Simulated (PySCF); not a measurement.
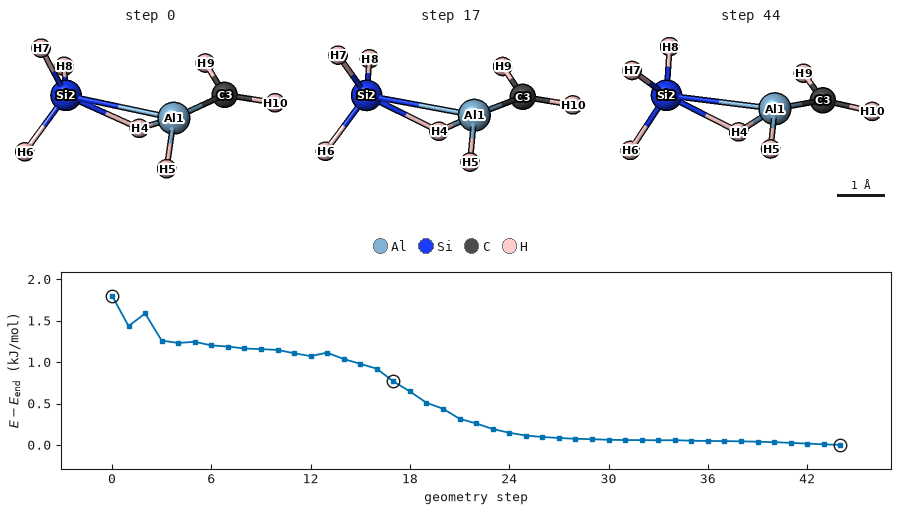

Frames of a relaxation of CH$_{7}$AlSi, marked on the history of the run. The picture is a ball-and-stick view, seen from a free direction.

The reaction that was planned forms Si2–H4 and breaks Al1–Si2, C3–H4 (atoms numbered from 1 in input order).

Computed with PySCF 2.14.0, RKS PBE0-D4/def2-TZVP, partitioned rational-function steps on a Bofill-updated Hessian. 

Q: Describe the path.

A: The relaxation stopped without meeting its thresholds, so the last structure isn't shown to be converged. The energy falls by 1.80 kJ/mol in 44 geometry steps. The largest moves after the best rigid fit, 0.55 Å, are those of H6 and H7. Largest moves by element: H 0.55 Å, Al 0.20 Å, C 0.15 Å, Si 0.01 Å. Near-neighbour distances that change, for instance: Si2–H8 1.493 → 1.483 Å, C3–H10 1.100 → 1.090 Å, Si2–H4 1.750 → 1.741 Å, Si2–H7 1.502 → 1.493 Å. Among the angles between lasting bonds that change: Al1–Si2–H6 110.5° → 121.4°, H4–Si2–H8 90.2° → 100.1°, Al1–Si2–H8 120.7° → 111.7°. Cost: 9.8 min on 4 threads of Arm Neoverse V2 (shared host). From step 0 to 17: H6 moves most (0.22 Å), energy −1.04 kJ/mol. From step 17 to 44: H7 moves most (0.37 Å), energy −0.77 kJ/mol.

| step | E − E(0), kJ/mol |
| --- | --- |
| 0 | 0.00 |
| 1 | -0.37 |
| 2 | -0.21 |
| 3 | -0.54 |
| 4 | -0.57 |
| 5 | -0.56 |
| 6 | -0.60 |
| 7 | -0.61 |
| 8 | -0.64 |
| 9 | -0.65 |
| 10 | -0.66 |
| 12 | -0.73 |
| 14 | -0.77 |
| 15 | -0.82 |
| 17 | -1.04 |
| 19 | -1.29 |
| 21 | -1.49 |
| 23 | -1.61 |
| 24 | -1.65 |
| 26 | -1.71 |
| 28 | -1.73 |
| 30 | -1.74 |
| 31 | -1.74 |
| 33 | -1.75 |
| 35 | -1.75 |
| 37 | -1.76 |
| 39 | -1.76 |
| 40 | -1.77 |
| 42 | -1.79 |
| 44 | -1.80 |
